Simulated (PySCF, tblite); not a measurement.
# C4H8NOSi2 radical: geometry, infrared bands and EPR parameters

Wanted: the infrared bands and EPR parameters of C4H8NOSi2 radical (`O=CC#C[SiH2]N[CH][SiH3]`), by calculation.

Programs: tblite 0.8.0 and PySCF 2.14.0, with density-fitted response routines of our own. Each step states its level of theory. These are calculated values for one molecule in the gas phase, unless marked as measured. Atoms are numbered from 0 throughout.

**1. The starting structure**

16 atoms, charge 0, multiplicity 2; geometry from: force field or distance geometry start.

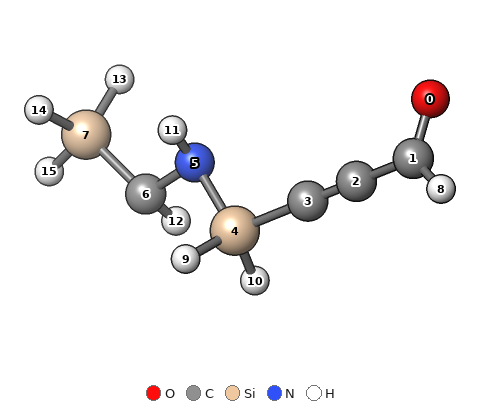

The starting geometry (oxygen red, carbon grey, silicon light orange, nitrogen blue, hydrogen white), atoms numbered; sticks join atoms by distance.

**2. Optimising the geometry with GFN2-xTB**

Job settings and geometry (Å):

```
{"job": {"kind": "relax", "xc": "GFN2-xTB", "basis": "xTB"}, "charge": 0, "multiplicity": 2}
O     -4.703500     0.039900     1.955600
C     -4.553000    -0.449100     0.796900
C     -3.186800    -0.528400     0.327100
C     -2.061500    -0.564500    -0.107700
Si    -0.360800    -0.629600    -0.750700
N      0.737600     0.271000     0.343800
C      2.076900    -0.068600    -0.130000
Si     3.418200     0.965900     0.628000
H     -5.395000    -0.800300     0.243000
H     -0.270700     0.025500    -2.072000
H      0.074600    -2.029500    -0.844400
H      0.571300     1.295800     0.308900
H      2.189000    -1.157100     0.104000
H      3.368300     0.964400     2.101000
H      3.387100     2.337500     0.093900
H      4.700600     0.335900     0.258700
```

Started as:

```
> OMP_NUM_THREADS=1 python probes_run.py task.json out
```

One launch serves the whole session: the jobs run in the order shown.

Log:

```text
step      E/eV     max force
  0    -623.63080    4.874
  1    -623.90853    4.587
  2    -624.09544    1.539
  3    -624.18235    1.970
  4    -624.31516    1.007
  5    -624.37522    0.636
  6    -624.42634    0.528
  7    -624.45185    0.503
  8    -624.48209    0.469
  9    -624.50555    0.355
 10    -624.52608    0.375
 11    -624.54481    0.371
 12    -624.56325    0.396
 13    -624.57863    0.344
 14    -624.58681    0.233
 15    -624.59245    0.190
 16    -624.59793    0.174
 17    -624.60255    0.166
 18    -624.60620    0.137
 19    -624.60875    0.112
 20    -624.61094    0.122
 21    -624.61346    0.153
 22    -624.61648    0.174
 23    -624.61926    0.134
 24    -624.62093    0.103
 25    -624.62180    0.083
 26    -624.62263    0.075
 27    -624.62384    0.095
 28    -624.62553    0.118
 29    -624.62763    0.145
 30    -624.63004    0.128
 31    -624.63275    0.132
 32    -624.63529    0.122
 33    -624.63705    0.095
 34    -624.63822    0.083
 35    -624.63939    0.089
 36    -624.64103    0.120
 37    -624.64324    0.123
 38    -624.64544    0.107
 39    -624.64713    0.091
 40    -624.64843    0.085
 41    -624.64961    0.080
 42    -624.65105    0.106
 43    -624.65304    0.119
 44    -624.65559    0.141
 45    -624.65856    0.154
 46    -624.66123    0.170
 47    -624.66336    0.126
 48    -624.66514    0.147
 49    -624.66777    0.153
 50    -624.66999    0.137
 51    -624.67305    0.131
 52    -624.67592    0.161
 53    -624.67855    0.140
 54    -624.68052    0.130
 55    -624.68259    0.129
 56    -624.68442    0.121
 57    -624.68643    0.116
 58    -624.68780    0.105
 59    -624.68957    0.093
 60    -624.69162    0.118
 61    -624.69434    0.158
 62    -624.69738    0.176
 63    -624.70011    0.172
 64    -624.70289    0.199
 65    -624.70540    0.137
 66    -624.70760    0.092
 67    -624.70900    0.097
 68    -624.71013    0.116
 69    -624.71125    0.113
 70    -624.71298    0.078
 71    -624.71383    0.146
 72    -624.71467    0.090
 73    -624.71518    0.065
 74    -624.71559    0.069
 75    -624.71590    0.061
 76    -624.71628    0.065
 77    -624.71651    0.037
 78    -624.71668    0.034
 79    -624.71686    0.040
 80    -624.71706    0.045
 81    -624.71729    0.041
 82    -624.71748    0.026
 83    -624.71759    0.025
 84    -624.71766    0.022
 85    -624.71772    0.017
 86    -624.71777    0.015
 87    -624.71780    0.016
 88    -624.71782    0.015
 89    -624.71785    0.016
 90    -624.71789    0.016
 91    -624.71793    0.015
 92    -624.71796    0.012
 93    -624.71797    0.011
 94    -624.71798    0.011
 95    -624.71799    0.013
 96    -624.71802    0.018
 97    -624.71806    0.019
 98    -624.71810    0.016
 99    -624.71812    0.011
100    -624.71813    0.008
```

Wall time 0.9 s (1 thread of Arm Neoverse V1, shared host); peak memory 0.18 GiB.

The steps of the relaxation: (not every step is listed)

```
step  energy from step 0 (eV)  largest force (eV/Å)
   0                   0.0000                4.8745
   1                  -0.2777                4.5870
   2                  -0.4646                1.5387
   3                  -0.5516                1.9702
   4                  -0.6844                1.0074
   5                  -0.7444                0.6363
   6                  -0.7955                0.5278
   7                  -0.8211                0.5032
   8                  -0.8513                0.4687
  16                  -0.9671                0.1744
  24                  -0.9901                0.1033
  32                  -1.0045                0.1218
  40                  -1.0176                0.0852
  48                  -1.0343                0.1467
  56                  -1.0536                0.1211
  64                  -1.0721                0.1985
  72                  -1.0839                0.0896
  80                  -1.0863                0.0451
  88                  -1.0870                0.0151
  95                  -1.0872                0.0132
  96                  -1.0872                0.0181
  97                  -1.0873                0.0190
  98                  -1.0873                0.0158
  99                  -1.0873                0.0114
 100                  -1.0873                0.0085
```

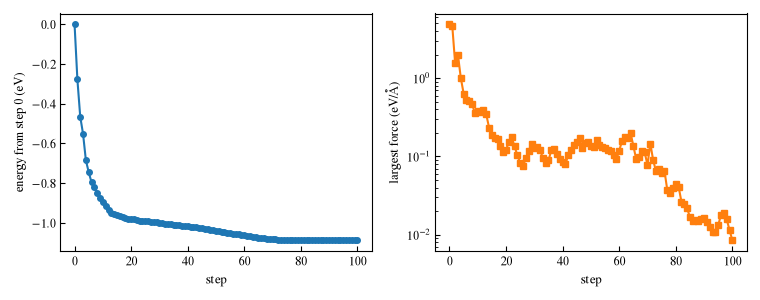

Energy and largest force along the relaxation.

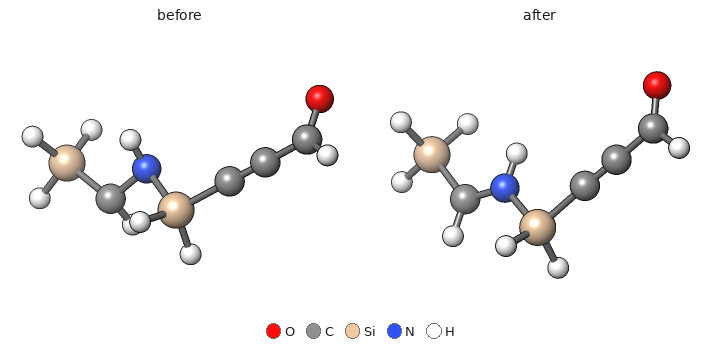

The geometry before (left) and after (right).

Distances of close pairs at the start and the end, largest changes first:

```
  bond  before (Å)  after (Å)  change (Å)
 N5–C6       1.461      1.349      -0.112
 O0–C1       1.267      1.209      -0.057
Si4–N5       1.793      1.746      -0.047
 C1–H8       1.067      1.110      +0.043
C6–H12       1.119      1.080      -0.039
N5–H11       1.039      1.010      -0.028
 C1–C2       1.447      1.420      -0.026
C3–Si4       1.819      1.841      +0.021
```

The next job starts from the end point, and lists it.

**3. Vibrational analysis with GFN2-xTB**

Job settings and geometry (Å):

```
{"job": {"kind": "ir", "xc": "GFN2-xTB", "basis": "xTB"}, "charge": 0, "multiplicity": 2}
O     -4.422097     0.683891     1.922862
C     -4.253250    -0.079923     1.000488
C     -3.010157    -0.375621     0.380095
C     -1.937924    -0.615473    -0.135305
Si    -0.349505    -1.013536    -0.976160
N      0.762521    -0.066177    -0.020441
C      2.096743     0.030296    -0.194828
Si     3.201216     1.083149     0.855492
H     -5.096910    -0.637259     0.542200
H     -0.316865    -0.556191    -2.372335
H     -0.014870    -2.442776    -0.895123
H      0.406942     0.444701     0.775550
H      2.468475    -0.524635    -1.043399
H      2.776704     0.949480     2.254875
H      3.107884     2.508715     0.501971
H      4.573494     0.620303     0.660131
```

Log:

```text
mode    cm-1     km/mol
  1      24.9      0.79
  2      33.7      6.10
  3      35.4      2.93
  4      74.9      1.02
  5      96.6      0.07
  6     122.3      4.52
  7     159.1      9.64
  8     195.5      3.61
  9     261.2      2.91
 10     281.4      5.61
 11     294.9      0.16
 12     402.5      2.19
 13     475.9     74.00
 14     497.1      9.29
 15     521.1     81.96
 16     538.1     75.28
 17     545.0    105.64
 18     666.6      3.62
 19     684.4     74.55
 20     719.9      5.77
 21     756.8    236.92
 22     789.1    387.66
 23     796.0    308.56
 24     814.0    329.98
 25     819.6     82.95
 26     844.5    268.54
 27     871.9      4.43
 28    1067.3     55.22
 29    1201.4      0.31
 30    1297.3    456.42
 31    1349.7     12.59
 32    1413.9    735.30
 33    1690.1   1259.98
 34    2167.0    242.75
 35    2177.5    565.05
 36    2210.7    336.06
 37    2216.1    149.65
 38    2226.3    437.25
 39    2278.7    354.28
 40    2728.6    129.99
 41    3067.3     35.97
 42    3419.1      8.45
```

Run time: 0.72 s. Hardware: 1 thread of Arm Neoverse V1, shared host; peak memory 0.18 GiB.

Which atoms move in the most intense modes:

```
cm⁻¹  km/mol                                  atoms
 789   387.7  H14 26 %, H15 21 %, C6 16 %, H13 14 %
1297   456.4             H11 40 %, C6 31 %, N5 18 %
1414   735.3   C6 35 %, N5 26 %, H12 18 %, H11 18 %
1690  1260.0                       C1 59 %, O0 38 %
2178   565.0                               H14 84 %
2211   336.1                      H9 47 %, H10 35 %
2226   437.2             C2 41 %, C3 37 %, H13 16 %
2279   354.3                               H15 96 %
```

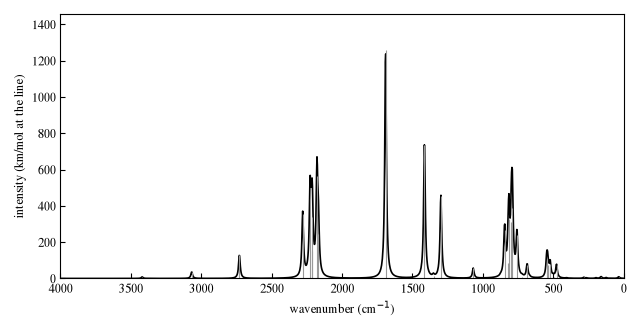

The infrared spectrum from these modes, unscaled. Lines are broadened to a width of 14 cm⁻¹ (Lorentzian).

**4. EPR parameters: B3LYP/pcH-1**

Same as in step 3 but for these lines:

```diff
@@ -1,2 +1,2 @@
-{"job": {"kind": "ir", "xc": "GFN2-xTB", "basis": "xTB"}, "charge": 0, "multiplicity": 2}
+{"job": {"kind": "epr", "basis": "pcH-1"}, "charge": 0, "multiplicity": 2}
 O     -4.422097     0.683891     1.922862
```

Method: UKS B3LYP, pcH-1 on C H N O Si, non-relativistic, mean-field spin-orbit, GIAO.

Log:

```text
UKS, coarse grid
  cycle   1  E = -865.90873492  |g| = 6.65e-01
  cycle   2  E = -862.47601912  |g| = 2.00e+00
  cycle   3  E = -865.83045851  |g| = 6.02e-01
  cycle   4  E = -866.09415223  |g| = 2.82e-01
  cycle   5  E = -866.12258937  |g| = 1.84e-01
  cycle   6  E = -866.13515290  |g| = 7.16e-02
  cycle   7  E = -866.13755632  |g| = 4.46e-02
  cycle   8  E = -866.13836980  |g| = 2.84e-02
  cycle   9  E = -866.13882841  |g| = 9.42e-03
  cycle  10  E = -866.13888269  |g| = 2.98e-03
  cycle  11  E = -866.13888934  |g| = 1.18e-03
  cycle  12  E = -866.13889171  |g| = 6.92e-04
UKS, final grid
  cycle   1  E = -866.13887104  |g| = 8.66e-04
  cycle   2  E = -866.13887086  |g| = 1.41e-03
  cycle   3  E = -866.13887172  |g| = 2.29e-04
  cycle   4  E = -866.13887181  |g| = 2.38e-04
  cycle   5  E = -866.13887194  |g| = 1.03e-04
  cycle   6  E = -866.13887194  |g| = 2.84e-05
E = -866.13887194 Eh   <S^2> = 0.7531 (exact 0.7500)
g shifts (ppm)      1          2          3
  rmc          -150       -150       -150
  gc             -0         33         29
  oz_so         -25        769       1368
  total        -175        653       1247
hyperfine (MHz)  atom isotope    a_iso     a_fc   dipolar eigenvalues
    0   17O      -1.02      -1.00     -4.42      2.15      2.27
    1   13C      -0.83      -0.83     -0.27     -0.04      0.31
    2   13C       0.65       0.67     -1.59     -0.92      2.51
    3   13C      -3.68      -3.68     -0.70     -0.29      0.99
    4  29Si      11.72      11.70     -3.23      1.52      1.72
    5   14N       4.04       4.08    -10.68     -9.85     20.53
    6   13C      56.16      56.25    -58.67    -58.11    116.78
    7  29Si      37.34      37.39     -2.30     -0.84      3.14
    8    1H      -0.50      -0.50     -0.38     -0.36      0.74
    9    1H      23.19      23.19     -2.02     -1.77      3.79
   10    1H      25.71      25.71     -2.06     -1.69      3.75
   11    1H     -14.33     -14.34    -11.44     -4.79     16.23
   12    1H     -45.05     -45.06    -28.28      0.29     27.99
   13    1H      28.51      28.51     -2.86     -2.26      5.12
   14    1H      71.50      71.50     -3.01     -1.52      4.53
   15    1H       4.62       4.62     -3.36     -2.25      5.61
```

Wall time 2.1 min (1 thread of Arm Neoverse V1, shared host); peak memory 1.2 GiB.

Principal g values 2.00214, 2.00297, 2.00357; g(iso) = 2.00289, against 2.00232 for a free electron.

Mean a(iso) over the nuclei that a row names, and the largest dipolar term of the row (other rows stand at the frozen geometry):

```
       nuclei  isotope  a(iso) (MHz)  a(iso) (G, at g = 2.0023)  largest dipolar term (MHz)
           C6      13C          56.2                       20.0                       116.8
          H12       1H         -45.1                      -16.1                       -28.3
          Si7     29Si          37.3                       13.3                         3.1
H13, H14, H15       1H          34.9                       12.4                         5.6
      H9, H10       1H          24.5                        8.7                         3.8
          H11       1H         -14.3                       -5.1                        16.2
          Si4     29Si          11.7                        4.2                        -3.2
           N5      14N           4.0                        1.4                        20.5
           C3      13C          -3.7                       -1.3                         1.0
           O0      17O          -1.0                       -0.4                        -4.4
           C1      13C          -0.8                       -0.3                         0.3
           C2      13C           0.7                        0.2                         2.5
           H8       1H          -0.5                       -0.2                         0.7
```

Mulliken spin populations:

O0 0.01; C1 0.00; C2 0.02; C3 -0.01; Si4 0.02; N5 0.15; C6 0.76; Si7 -0.01; H8 0.00; H9 0.02; H10 0.02; H11 -0.01; H12 -0.03; H13 0.02; H14 0.04; H15 0.00

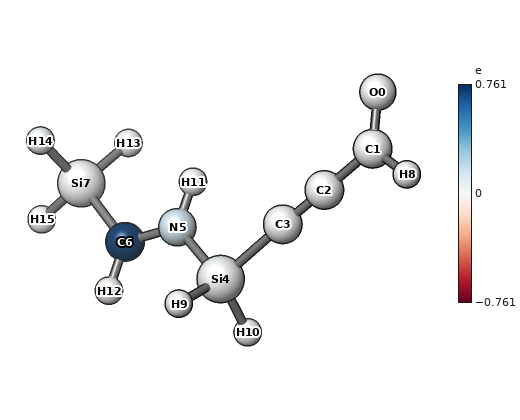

Mulliken spin populations, as colours on the atoms.

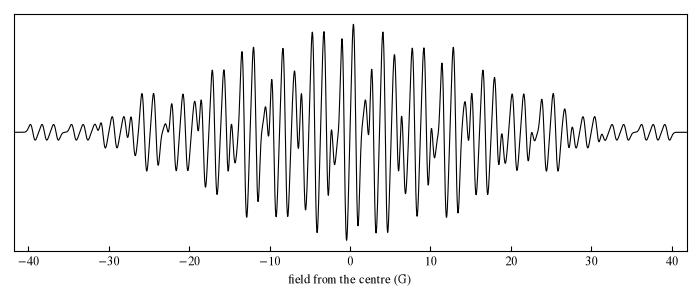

First-order isotropic spectrum (first derivative, main isotopes with spin only, couplings over 0.8 MHz, Gaussian width 0.3 G; couplings of the frozen geometry, rotation of groups not averaged beyond the rows shown).

Orbitals, density, ELF and potential are computed afterwards from the orbital file.

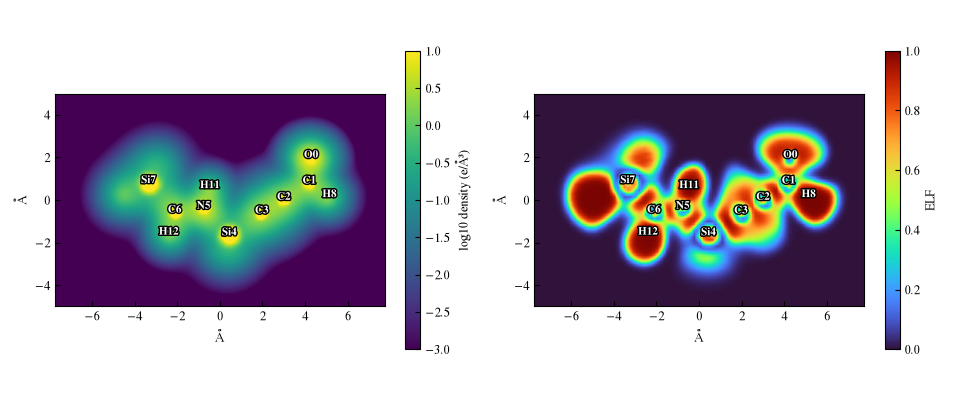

Density (left) and ELF (right) in a plane through or near 11 of the atoms.

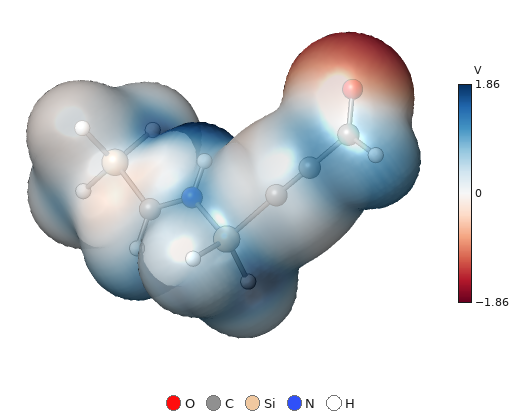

Electrostatic potential on the surface of density 0.002 e/bohr³; red is low, blue high. It runs from -1.43 V near O0 to 1.86 V near H11.

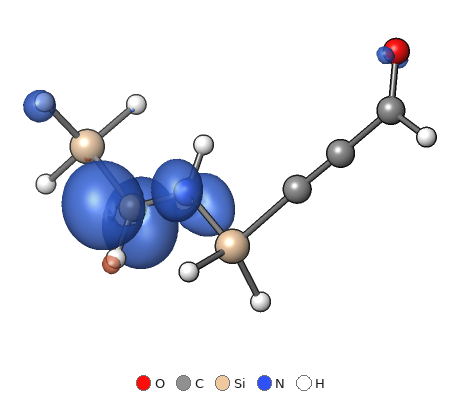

Spin density at ±0.03 e/Å³ (alpha excess blue, beta excess red).

**5. Outcome**

```
                                                                  quantity                   value
                                 strongest single infrared mode (GFN2-xTB)  1690 cm⁻¹, 1260 km/mol
                                              zero-point energy (GFN2-xTB)           61.2 kcal/mol
                                                            g(iso) (B3LYP)                 2.00289
                                                                      ⟨S²⟩      0.753 (exact 0.75)
                                        largest a(iso) (averaged by class)     13C on C6, 56.2 MHz
potential on the surface of density 0.002 e/bohr³, 1st and 99th percentile      -1.43 V and 1.86 V
```

In words: The optimisation took 100 steps and gained 1.087 eV; among the close pairs (by a distance rule), N5–C6 changed most, from 1.461 to 1.349 Å. No mode is imaginary among the 42: a minimum at this level. The strongest single mode, at 1690 cm⁻¹, moves mainly C1 and O0. Unscaled tight-binding wavenumbers are off by several per cent, some by more. Its intensities can rank the bands wrongly. C6 carries the largest spin population, 0.76 e. The isotropic g lies 0.6 ppt above the free-electron value. These values are for one conformer; the search (at its own cheap level) found 2 more, at 0.04, 0.09 kcal/mol (those within 0.05 may be mirror or relabelled copies), and measured spectra average over such forms.
